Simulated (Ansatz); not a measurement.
**CH5AlCl (charge -1): rigid scan of one bond length from a Python script**

How does the energy of CH5AlCl (charge -1) change as one bond is stretched? The task is a rigid scan of one bond length, for CH5AlCl (charge -1). SMILES: [AlH3-][CH2]Cl.

Computed with Ansatz 0.2.0 through its Python package. Level of theory: CAM-B3LYP/6-31G*.

### 1 Starting point

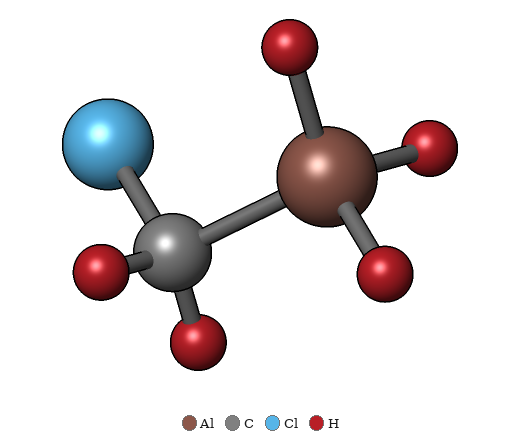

The starting structure, viewed from a chosen angle; aluminium brown, carbon grey, chlorine blue, hydrogen red.

The script holds or builds the structure itself.

### 2 The script

Contents of run_scan.py:

```python
# -*- coding: utf-8 -*-
import ansatz as az
import numpy as np

config = {
    'basis_set': '6-31G*',
    'xc': 'cam_b3lyp',
    'charge': -1,
}

system = (
    az.Crystal.molecule()
    .atom('Al', (0.9581, 0.1255, 0.006))
    .atom('C', (-0.9883, -0.291, -0.0353))
    .atom('Cl', (-1.9175, 1.1976, 0.2493))
    .atom('H', (1.34, 0.7296, 1.434))
    .atom('H', (1.7917, -1.2121, -0.2498))
    .atom('H', (1.2954, 1.1926, -1.133))
    .atom('H', (-1.2242, -1.0319, 0.7559))
    .atom('H', (-1.2552, -0.7103, -1.0271))
)

symbols = [site.symbol for site in system.cartesian_sites]
start = np.array([site.position_ang for site in system.cartesian_sites])
axis = (start[1] - start[0]) / np.linalg.norm(start[1] - start[0])
moving = [1, 2, 6, 7]
lengths, energies = [1.752, 1.832, 1.911, 1.991, 2.071, 2.15, 2.23, 2.349], []
for length in lengths:
    xyz = start.copy()
    xyz[moving] += (length - np.linalg.norm(start[1] - start[0])) * axis
    point = az.Crystal.molecule()
    for symbol, place in zip(symbols, xyz):
        point = point.atom(symbol, place.tolist())
    calculation = (
        point.calculation()
        .basis(gaussian=config['basis_set'])
        .functional(config['xc'])
        .charge(config['charge'])
    )
    r = calculation.run(threads=1).report
    energies.append(r['free_energy_ev'])
    print(f'r = {length:6.3f} A  E = {energies[-1]:.5f} eV  <S^2> = {abs(r["mean_field"]["state"]["spin_squared"]):.3f}')

fit = np.polynomial.Polynomial.fit(lengths, np.array(energies) - min(energies), 4).convert()
roots = [r.real for r in fit.deriv().roots() if abs(r.imag) < 1e-9 and fit.deriv(2)(r.real) > 0]
r_e = min(roots, key=lambda r: abs(r - lengths[int(np.argmin(energies))]))
print(f'minimum of the fit at {r_e:.4f} A, force constant {fit.deriv(2)(r_e):.2f} eV/A^2')
```

### 3 The calls as engine input

The engine receives this input (first run):

```yaml
crystal:
  periodic: [false, false, false]
  atoms:
    - { symbol: Al, position_ang: [0.9581, 0.1255, 0.006] }
    - { symbol: C, position_ang: [-0.7547467159167954, -0.241023148982401, -0.0303443122520364] }
    - { symbol: Cl, position_ang: [-1.6839467159167956, 1.247576851017599, 0.2542556877479636] }
    - { symbol: H, position_ang: [1.34, 0.7296, 1.434] }
    - { symbol: H, position_ang: [1.7917, -1.2121, -0.2498] }
    - { symbol: H, position_ang: [1.2954, 1.1926, -1.133] }
    - { symbol: H, position_ang: [-0.9906467159167954, -0.9819231489824011, 0.7608556877479636] }
    - { symbol: H, position_ang: [-1.0216467159167957, -0.6603231489824011, -1.0221443122520364] }
basis:
  gaussian:
    orbitals: "6-31G*"
hamiltonian:
  xc: cam_b3lyp
total_charge: -1.0
```

### 4 Running it

Started as:

```
$ python run_scan.py
```

**Question.** What results will this script give? Wanted: range of energy; lowest point, distance.

As calculated:

```
                        quantity     value
bond length at the fit's minimum  2.0483 Å
                   runs compared         8
                 range of energy  0.749 eV
      lowest point, distance (Å)      2.07
```

**Reading.** The curve has its lowest point inside the range, at 2.07. The ends stand 0.749 and 0.325 eV above it. The distance scanned is the script's pair 0, 1. Reading the output:
- The rest of the molecule is held rigid at a force-field or estimated start geometry, and the basis set is modest; single-reference methods fail as a bond breaks.
- The orbitals are restricted, so S² is zero by construction.
- Anions want diffuse functions, which this basis lacks.
